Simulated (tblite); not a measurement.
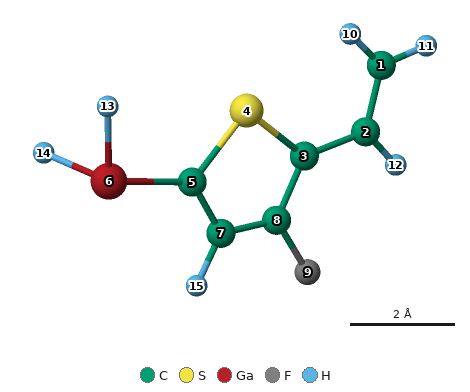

*The starting structure (ball-and-stick view, seen at a tilt; atoms are numbered from 1 in the order of the input). Sticks mark near contacts.*

Bond lengths as drawn: C–C 1.33 to 1.47 Å, C–F 1.41 Å, C–Ga 2.03 Å, C–H 1.07 to 1.12 Å, C–S 1.77 to 1.83 Å and Ga–H 1.68 to 1.69 Å.

# Run report: C₆H₆FGaS, geometry relaxation

C₆H₆FGaS, SMILES C=Cc1s[c]([GaH2])cc1F, computed with GFN2-xTB geometry optimisation, gas phase (tblite 0.8.0).

Input:
```
{"job": {"xc": "GFN2-xTB", "basis": "xTB", "kind": "relax"}, "charge": 0, "multiplicity": 1}
C     -2.754200     1.200000     0.759200
C     -2.361900    -0.045600     0.485700
C     -0.948300    -0.195100     0.126400
S      0.374000     1.062200    -0.061600
C      1.647500    -0.080200    -0.514400
Ga     3.571900     0.419400    -0.948000
C      1.007400    -1.273600    -0.518100
C     -0.283200    -1.332700    -0.189900
F     -0.977600    -2.555400    -0.174600
H     -2.051200     2.010100     0.687800
H     -3.796100     1.341100     1.037200
H     -3.050300    -0.893000     0.563200
H      3.700700     2.095700    -1.059700
H      4.332400     0.448600     0.563900
H      1.584600    -2.193700    -0.779000
```

The first line tells a small driver script what to run in tblite; the rest is the geometry in Å.

Machine: 1 CPU thread, shared host.

Launched with:
```bash
OMP_NUM_THREADS=1 python <driver script> task.json out
```

Log:
```
step      E/eV     max force
  0    -678.66392    4.855
  1    -679.05651    2.287
  2    -679.26313    2.094
  3    -679.79649    1.521
  4    -679.92891    1.336
  5    -680.07521    0.725
  6    -680.13356    0.684
  7    -680.16205    0.477
  8    -680.17459    0.392
  9    -680.18084    0.199
 10    -680.18427    0.151
 11    -680.18597    0.126
 12    -680.18769    0.106
 13    -680.18914    0.084
 14    -680.19025    0.063
 15    -680.19088    0.054
 16    -680.19131    0.047
 17    -680.19178    0.055
 18    -680.19246    0.069
 19    -680.19337    0.102
 20    -680.19439    0.105
 21    -680.19539    0.082
 22    -680.19633    0.080
 23    -680.19719    0.070
 24    -680.19788    0.083
 25    -680.19847    0.066
 26    -680.19918    0.075
 27    -680.20027    0.091
 28    -680.20179    0.100
 29    -680.20335    0.113
 30    -680.20457    0.083
 31    -680.20562    0.071
 32    -680.20683    0.093
 33    -680.20831    0.121
 34    -680.20977    0.108
 35    -680.21086    0.083
 36    -680.21167    0.073
 37    -680.21248    0.085
 38    -680.21357    0.102
 39    -680.21504    0.116
 40    -680.21676    0.103
 41    -680.21851    0.127
 42    -680.22015    0.143
 43    -680.22209    0.161
 44    -680.22464    0.158
 45    -680.22978    0.143
 46    -680.23232    0.116
 47    -680.23561    0.121
 48    -680.23791    0.101
 49    -680.23919    0.098
 50    -680.24044    0.081
 51    -680.24156    0.089
 52    -680.24268    0.086
 53    -680.24337    0.060
 54    -680.24414    0.066
 55    -680.24482    0.056
 56    -680.24542    0.074
 57    -680.24587    0.053
 58    -680.24624    0.060
 59    -680.24660    0.052
 60    -680.24698    0.044
 61    -680.24740    0.065
 62    -680.24788    0.066
 63    -680.24857    0.077
 64    -680.24927    0.066
 65    -680.25011    0.060
 66    -680.25087    0.059
 67    -680.25159    0.073
 68    -680.25229    0.070
 69    -680.25304    0.066
 70    -680.25318    0.065
 71    -680.25417    0.055
 72    -680.25453    0.056
 73    -680.25491    0.050
 74    -680.25503    0.040
 75    -680.25503    0.040
 76    -680.25510    0.035
 77    -680.25528    0.048
 78    -680.25541    0.045
 79    -680.25552    0.028
 80    -680.25566    0.028
 81    -680.25578    0.031
 82    -680.25590    0.026
 83    -680.25600    0.025
 84    -680.25611    0.023
 85    -680.25623    0.031
 86    -680.25637    0.031
 87    -680.25650    0.027
 88    -680.25661    0.034
 89    -680.25670    0.033
 90    -680.25679    0.028
 91    -680.25691    0.044
 92    -680.25707    0.059
 93    -680.25729    0.059
 94    -680.25750    0.039
 95    -680.25766    0.025
 96    -680.25776    0.027
 97    -680.25786    0.029
 98    -680.25796    0.030
 99    -680.25804    0.022
100    -680.25810    0.017
101    -680.25815    0.022
102    -680.25821    0.024
103    -680.25828    0.022
104    -680.25835    0.023
105    -680.25843    0.021
106    -680.25850    0.023
107    -680.25858    0.028
108    -680.25868    0.027
109    -680.25876    0.026
110    -680.25880    0.018
111    -680.25884    0.014
112    -680.25887    0.016
113    -680.25891    0.015
114    -680.25894    0.011
115    -680.25895    0.012
116    -680.25897    0.011
117    -680.25899    0.010
118    -680.25900    0.010
119    -680.25901    0.008
120    -680.25902    0.008
121    -680.25902    0.009
122    -680.25904    0.010
123    -680.25904    0.007
124    -680.25905    0.005
125    -680.25905    0.004
```

Trajectory as extended XYZ (Å, eV, eV/Å), 12 frames, from step=0 to step=125:
```
15
Properties=species:S:1:pos:R:3:forces:R:3 step=0 energy=-678.66392
C    -2.7542    1.2000    0.7592   -0.9160  -0.5860   0.0960
C    -2.3619   -0.0456    0.4857    1.3000   0.9600  -0.0260
C    -0.9483   -0.1951    0.1264    0.5210   0.5970  -0.1730
S     0.3740    1.0622   -0.0616   -0.9040   0.0820   0.2350
C     1.6475   -0.0802   -0.5144   -1.2400   0.6810  -0.0310
Ga    3.5719    0.4194   -0.9480   -0.3830   1.5440   1.8370
C     1.0074   -1.2736   -0.5181    4.0040  -2.4110  -1.3140
C    -0.2832   -1.3327   -0.1899   -3.7310  -2.1500   0.7150
F    -0.9776   -2.5554   -0.1746    0.7830   1.0940  -0.0410
H    -2.0512    2.0101    0.6878   -0.2600   0.1480   0.0870
H    -3.7961    1.3411    1.0372    0.4110   0.4330  -0.0410
H    -3.0503   -0.8930    0.5632    0.7490   0.2070  -0.2050
H     3.7007    2.0957   -1.0597   -0.0570  -0.3260  -0.8930
H     4.3324    0.4486    0.5639    0.2560  -0.8100  -0.4130
H     1.5846   -2.1937   -0.7790   -0.5340   0.5370   0.1660
15
Properties=species:S:1:pos:R:3:forces:R:3 step=11 energy=-680.18597
C    -2.7532    1.2232    0.7616   -0.0200   0.0100   0.0010
C    -2.2591    0.0211    0.4811   -0.0050   0.0170   0.0010
C    -0.8942   -0.2177    0.1011    0.0100  -0.0260  -0.0510
S     0.2939    1.0339   -0.0723    0.0000   0.0430  -0.0170
C     1.5423   -0.0903   -0.5504    0.0910   0.0580   0.0650
Ga    3.3479    0.7593   -0.4990   -0.0400  -0.0380   0.0140
C     1.0462   -1.3686   -0.5477    0.1030   0.0190  -0.0030
C    -0.3128   -1.4263   -0.1990    0.0210   0.0070  -0.0220
F    -0.9909   -2.5856   -0.1663   -0.0480  -0.0150   0.0120
H    -2.1326    2.1051    0.7190   -0.0080  -0.0480  -0.0050
H    -3.7814    1.3738    1.0382    0.0000  -0.0610  -0.0010
H    -2.8652   -0.8764    0.5177   -0.0520   0.0900   0.0320
H     3.6871    2.0632   -1.2980   -0.0650   0.0080  -0.0200
H     4.4355    0.2291    0.4992    0.0380  -0.0440  -0.0070
H     1.6321   -2.2359   -0.8072   -0.0240  -0.0180   0.0010
15
Properties=species:S:1:pos:R:3:forces:R:3 step=22 energy=-680.19633
C    -2.7601    1.2277    0.7580   -0.0120  -0.0170  -0.0050
C    -2.2618    0.0323    0.4609    0.0380  -0.0170   0.0140
C    -0.8999   -0.2089    0.0697    0.0640  -0.0230   0.0130
S     0.2947    1.0429   -0.0735    0.0390  -0.0410  -0.0150
C     1.5580   -0.0875   -0.5032   -0.0080   0.0140   0.0190
Ga    3.3654    0.7417   -0.4847   -0.0080   0.0240   0.0030
C     1.0605   -1.3649   -0.5240   -0.0210   0.0280  -0.0050
C    -0.3098   -1.4184   -0.2112    0.0360  -0.0320  -0.0140
F    -0.9861   -2.5804   -0.1827   -0.0420   0.0240  -0.0060
H    -2.1550    2.1179    0.7136    0.0120  -0.0010  -0.0160
H    -3.7852    1.3477    1.0546   -0.0450   0.0200   0.0130
H    -2.8730   -0.8584    0.5203   -0.0320  -0.0100  -0.0250
H     3.6066    2.0619   -1.2979    0.0180  -0.0120   0.0370
H     4.4932    0.1874    0.4615    0.0100   0.0120  -0.0680
H     1.6484   -2.2331   -0.7832   -0.0480   0.0310   0.0560
15
Properties=species:S:1:pos:R:3:forces:R:3 step=34 energy=-680.20977
C    -2.7827    1.2223    0.7434   -0.0010  -0.0120  -0.0330
C    -2.2712    0.0370    0.4293    0.0310  -0.0030   0.0050
C    -0.9007   -0.1881    0.0546   -0.0080  -0.0450   0.0300
S     0.3134    1.0510   -0.0390   -0.0410  -0.0990  -0.0100
C     1.5762   -0.0976   -0.4126   -0.0010  -0.0370   0.0480
Ga    3.3847    0.7346   -0.4797   -0.0160   0.0390  -0.0560
C     1.0649   -1.3703   -0.4534   -0.0190   0.0060  -0.0070
C    -0.3193   -1.4064   -0.2077    0.0270   0.0100  -0.0260
F    -1.0329   -2.5482   -0.2376    0.0820   0.0500   0.0400
H    -2.1837    2.1167    0.6946   -0.0170   0.0130   0.0350
H    -3.8067    1.3256    1.0529   -0.0140   0.0400  -0.0270
H    -2.8752   -0.8618    0.4728    0.0210   0.0360  -0.0150
H     3.5307    2.1139   -1.2176   -0.0140  -0.0100   0.0430
H     4.6442    0.1311    0.2357   -0.0060  -0.0330  -0.0140
H     1.6539   -2.2518   -0.6575   -0.0230   0.0450  -0.0150
15
Properties=species:S:1:pos:R:3:forces:R:3 step=45 energy=-680.22978
C    -2.8069    1.2308    0.7064    0.0060   0.0380  -0.0890
C    -2.2796    0.0482    0.3988   -0.0640   0.0350  -0.0260
C    -0.8923   -0.1933    0.0939   -0.0830  -0.0070   0.0550
S     0.3329    1.0373    0.0531   -0.0880  -0.0240   0.0240
C     1.5989   -0.1119   -0.2796    0.0920   0.0410  -0.0600
Ga    3.3939    0.7384   -0.5029    0.0000   0.0150  -0.0420
C     1.0818   -1.3788   -0.3687    0.0650   0.0140   0.0350
C    -0.3059   -1.4117   -0.1627   -0.0350   0.0540   0.0230
F    -1.0065   -2.5576   -0.2192   -0.0400   0.0050   0.0330
H    -2.2091    2.1300    0.7265   -0.0070  -0.0880   0.0270
H    -3.8578    1.3448    0.9238    0.1340  -0.0490  -0.0110
H    -2.9058   -0.8376    0.3698    0.0800   0.0340   0.0090
H     3.4326    2.2309   -1.0230   -0.0180  -0.1060   0.0790
H     4.7519    0.0025   -0.1794   -0.0720   0.0200  -0.0220
H     1.6674   -2.2639   -0.5585    0.0300   0.0170  -0.0340
15
Properties=species:S:1:pos:R:3:forces:R:3 step=56 energy=-680.24542
C    -2.8026    1.2357    0.6578   -0.0210   0.0090   0.0230
C    -2.2823    0.0453    0.3790   -0.0210   0.0060   0.0030
C    -0.8854   -0.2034    0.1527   -0.0120  -0.0020  -0.0190
S     0.3246    1.0367    0.1199    0.0320   0.0070  -0.0150
C     1.5972   -0.0986   -0.2361   -0.0030   0.0080  -0.0130
Ga    3.3783    0.7306   -0.5322    0.0410   0.0610  -0.0060
C     1.0938   -1.3709   -0.3224    0.0070  -0.0020   0.0170
C    -0.2920   -1.4175   -0.1002    0.0040  -0.0070  -0.0260
F    -0.9946   -2.5630   -0.1475    0.0080  -0.0170   0.0050
H    -2.1848    2.1134    0.7543    0.0050  -0.0090  -0.0280
H    -3.8598    1.3630    0.8027   -0.0170   0.0180   0.0180
H    -2.9130   -0.8304    0.2951    0.0020  -0.0110   0.0100
H     3.3922    2.2746   -0.8267    0.0090  -0.0390   0.0320
H     4.7308   -0.0675   -0.4763   -0.0320  -0.0030  -0.0120
H     1.6933   -2.2398   -0.5420    0.0000  -0.0170   0.0110
15
Properties=species:S:1:pos:R:3:forces:R:3 step=68 energy=-680.25229
C    -2.8087    1.2329    0.6270    0.0210   0.0200   0.0470
C    -2.2891    0.0406    0.3562    0.0040   0.0220   0.0240
C    -0.8874   -0.1989    0.1405   -0.0030  -0.0250  -0.0140
S     0.3240    1.0440    0.1039   -0.0650  -0.0200  -0.0120
C     1.6024   -0.0942   -0.2128    0.0140   0.0070  -0.0060
Ga    3.3760    0.7428   -0.5274   -0.0100   0.0050  -0.0230
C     1.1039   -1.3692   -0.2827    0.0100  -0.0030   0.0180
C    -0.2844   -1.4146   -0.0802   -0.0010  -0.0170  -0.0180
F    -0.9755   -2.5676   -0.1094   -0.0250  -0.0090   0.0030
H    -2.1785    2.1012    0.7118    0.0200   0.0640  -0.0210
H    -3.8605    1.3801    0.7882   -0.0370  -0.0420  -0.0190
H    -2.9137   -0.8404    0.2838    0.0070  -0.0030   0.0010
H     3.4132    2.3080   -0.6000    0.0180  -0.0160   0.0240
H     4.6708   -0.1099   -0.7537    0.0240   0.0050   0.0040
H     1.7030   -2.2467   -0.4670    0.0240   0.0130  -0.0080
15
Properties=species:S:1:pos:R:3:forces:R:3 step=79 energy=-680.25552
C    -2.8070    1.2358    0.6253   -0.0050   0.0170   0.0080
C    -2.2885    0.0419    0.3572   -0.0220   0.0130   0.0110
C    -0.8908   -0.2036    0.1266   -0.0130  -0.0060   0.0020
S     0.3119    1.0447    0.0765   -0.0090  -0.0060  -0.0050
C     1.5974   -0.0908   -0.2199    0.0100   0.0170  -0.0130
Ga    3.3732    0.7436   -0.5315    0.0130  -0.0230  -0.0030
C     1.1057   -1.3693   -0.2763    0.0130   0.0080  -0.0080
C    -0.2840   -1.4200   -0.0821    0.0030   0.0020   0.0040
F    -0.9724   -2.5749   -0.1008   -0.0100  -0.0040   0.0070
H    -2.1853    2.1137    0.6853    0.0080   0.0110  -0.0060
H    -3.8594    1.3720    0.7970   -0.0070  -0.0150  -0.0110
H    -2.9166   -0.8377    0.3025    0.0070  -0.0180   0.0080
H     3.4382    2.3078   -0.5223    0.0070   0.0010   0.0110
H     4.6565   -0.1135   -0.8134    0.0050   0.0090   0.0030
H     1.7166   -2.2416   -0.4463    0.0000  -0.0060  -0.0100
15
Properties=species:S:1:pos:R:3:forces:R:3 step=90 energy=-680.25679
C    -2.8135    1.2357    0.6233   -0.0080   0.0100  -0.0020
C    -2.2898    0.0410    0.3705    0.0010  -0.0130  -0.0050
C    -0.8925   -0.2025    0.1348   -0.0030  -0.0020  -0.0040
S     0.3070    1.0489    0.0656    0.0000  -0.0100   0.0000
C     1.5922   -0.0839   -0.2441    0.0020  -0.0140  -0.0040
Ga    3.3816    0.7329   -0.5336    0.0100   0.0210   0.0000
C     1.1019   -1.3636   -0.2888    0.0040  -0.0100  -0.0080
C    -0.2856   -1.4184   -0.0778    0.0110   0.0060  -0.0010
F    -0.9713   -2.5758   -0.0862    0.0060   0.0230   0.0080
H    -2.1971    2.1176    0.6741    0.0080   0.0130  -0.0110
H    -3.8676    1.3661    0.7861   -0.0190   0.0000   0.0120
H    -2.9134   -0.8428    0.3267    0.0040  -0.0050   0.0070
H     3.4548    2.2983   -0.4980    0.0030  -0.0040   0.0080
H     4.6774   -0.1100   -0.8091   -0.0260  -0.0070   0.0060
H     1.7114   -2.2356   -0.4654    0.0060  -0.0070  -0.0070
15
Properties=species:S:1:pos:R:3:forces:R:3 step=102 energy=-680.25821
C    -2.8220    1.2345    0.6167    0.0030  -0.0040  -0.0100
C    -2.2854    0.0403    0.3864   -0.0100   0.0110   0.0030
C    -0.8894   -0.1978    0.1368   -0.0060   0.0050   0.0040
S     0.3087    1.0530    0.0470   -0.0080   0.0020  -0.0060
C     1.5895   -0.0803   -0.2798    0.0050   0.0080   0.0010
Ga    3.3857    0.7359   -0.5310   -0.0110   0.0120   0.0060
C     1.0999   -1.3609   -0.3117    0.0040   0.0060  -0.0010
C    -0.2836   -1.4142   -0.0766   -0.0010   0.0080   0.0000
F    -0.9695   -2.5709   -0.0588    0.0050  -0.0020  -0.0120
H    -2.2181    2.1271    0.6348   -0.0020  -0.0120  -0.0040
H    -3.8768    1.3538    0.7906    0.0170  -0.0020   0.0060
H    -2.8987   -0.8517    0.3712   -0.0030   0.0000   0.0110
H     3.4817    2.2995   -0.4522   -0.0030  -0.0240   0.0010
H     4.6677   -0.1275   -0.7959    0.0040  -0.0040  -0.0030
H     1.7059   -2.2330   -0.4995    0.0070  -0.0020   0.0060
15
Properties=species:S:1:pos:R:3:forces:R:3 step=113 energy=-680.25891
C    -2.8245    1.2327    0.6114   -0.0010   0.0020  -0.0070
C    -2.2855    0.0367    0.3979   -0.0090   0.0050   0.0010
C    -0.8921   -0.1962    0.1309   -0.0040  -0.0030   0.0040
S     0.2994    1.0598    0.0299    0.0010   0.0030   0.0010
C     1.5836   -0.0693   -0.2963    0.0060   0.0080   0.0060
Ga    3.3876    0.7319   -0.5248   -0.0130   0.0080   0.0010
C     1.1000   -1.3520   -0.3212    0.0070   0.0050  -0.0040
C    -0.2823   -1.4103   -0.0827   -0.0010  -0.0040  -0.0030
F    -0.9628   -2.5699   -0.0637   -0.0070  -0.0110   0.0000
H    -2.2245    2.1277    0.5961   -0.0040  -0.0020  -0.0010
H    -3.8757    1.3505    0.8045    0.0070   0.0020   0.0040
H    -2.8929   -0.8591    0.4156   -0.0020  -0.0030   0.0010
H     3.4946    2.2905   -0.4212    0.0100   0.0040  -0.0010
H     4.6591   -0.1438   -0.7927    0.0110  -0.0050  -0.0030
H     1.7116   -2.2210   -0.5056    0.0010  -0.0090   0.0010
15
Properties=species:S:1:pos:R:3:forces:R:3 step=125 energy=-680.25905
C    -2.8255    1.2324    0.6091   -0.0010   0.0000   0.0000
C    -2.2876    0.0352    0.3997    0.0010  -0.0010   0.0010
C    -0.8947   -0.1979    0.1293    0.0010   0.0000   0.0030
S     0.2955    1.0600    0.0300   -0.0010   0.0000   0.0010
C     1.5823   -0.0666   -0.2950   -0.0010   0.0000   0.0020
Ga    3.3876    0.7335   -0.5242    0.0010  -0.0010   0.0010
C     1.1002   -1.3500   -0.3221   -0.0010   0.0000  -0.0010
C    -0.2827   -1.4110   -0.0850    0.0010   0.0000   0.0000
F    -0.9613   -2.5721   -0.0672    0.0010   0.0010  -0.0010
H    -2.2258    2.1273    0.5853    0.0000   0.0010   0.0000
H    -3.8749    1.3514    0.8098   -0.0030   0.0010  -0.0020
H    -2.8949   -0.8606    0.4255    0.0010  -0.0020  -0.0010
H     3.5071    2.2914   -0.4170    0.0010   0.0000  -0.0010
H     4.6580   -0.1459   -0.7946   -0.0020  -0.0020  -0.0020
H     1.7124   -2.2191   -0.5056    0.0000   0.0020   0.0000
```

Summary:

| quantity | value |
| --- | --- |
| outcome | converged |
| total energy | −680.2590 eV |
| wall time | 2.2 s |
| peak memory | 0.18 GiB |
